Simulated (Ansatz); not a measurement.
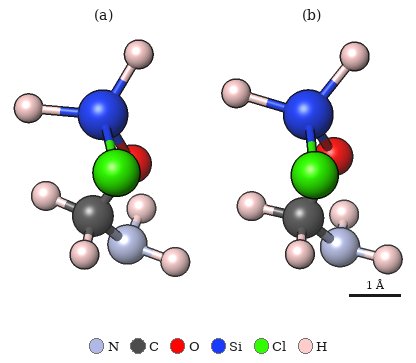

The structure of CH6ClNOSi (coarse preliminary run) before (left) and after (right) a relaxation, at one scale.

The picture is a ball-and-stick view, seen from a free direction.

The start comes from a force field.

Method: RKS PBE-D4/def2-SVP in Ansatz. Set-up: force threshold 0.03 eV/Å; at most 200 steps.

Question: Describe what moved and what it gained.

Answer: After 8 accepted moves (9 points after the start) the energy has fallen by 39.2 kJ/mol. The largest force component goes from 2.5 to 0.0037 eV/Å. The line search rejected the trial step at point 5 of the run. An H atom moves most after the best rigid fit: 0.32 Å. Largest moves by element: H 0.32 Å, O 0.21 Å, Cl 0.20 Å, N 0.11 Å, Si 0.09 Å, C 0.08 Å. Among the contacts that change: H–Si 1.410 → 1.494 Å, H–N 1.094 → 1.027 Å, C–O 1.403 → 1.455 Å, C–H 1.077 → 1.112 Å. Among the angles between lasting bonds that change: O–Si–Cl 103.2° → 110.5°, O–Si–H 113.7° → 106.5°, C–N–H 104.7° → 111.0°. Groups turn about O–Si by about 20°.
